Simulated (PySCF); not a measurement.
| atom | x (Å) | y (Å) | z (Å) |
| --- | --- | --- | --- |
| C | -0.0969 | 0.0349 | 0.0027 |
| Se | 1.6209 | -0.2423 | -0.0766 |
| H | -0.8248 | -0.7815 | -0.0988 |
| H | -0.5192 | 1.0372 | 0.1567 |

Geometry: PBE0-D3(BJ)/def2-SVP.

All numbers below come from PySCF, CAM-B3LYP/def2-SVPD, SCF density, gas phase.

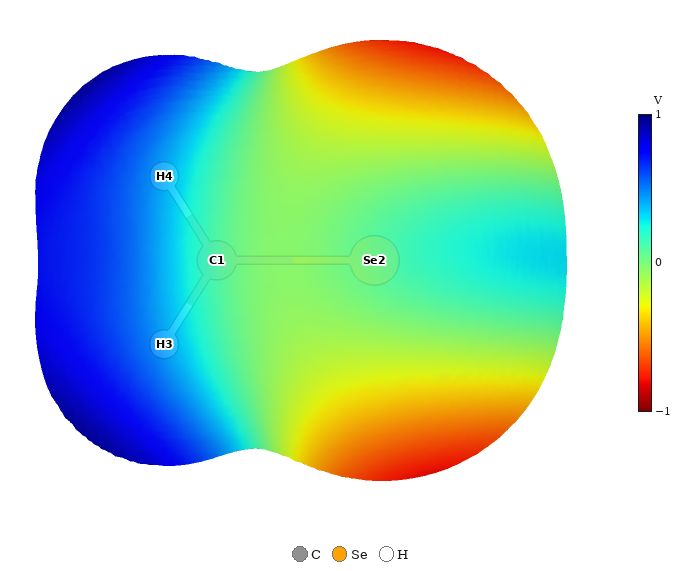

CH2Se (Selenoformaldehyde). The electrostatic potential painted on the density surface at 0.001 e/bohr³, seen across its widest extent; the colour scale runs from red (negative) to blue (positive).

### Which sites attract a positive test charge, and which a negative one?

A positive charge is drawn to the negative regions and a negative charge to the positive ones. The most negative region (about −0.8 V, or −18 kcal/mol for a unit charge) lies over Se2, the most positive (about +0.9 V, or +21 kcal/mol for a unit charge) over H3 and H4.
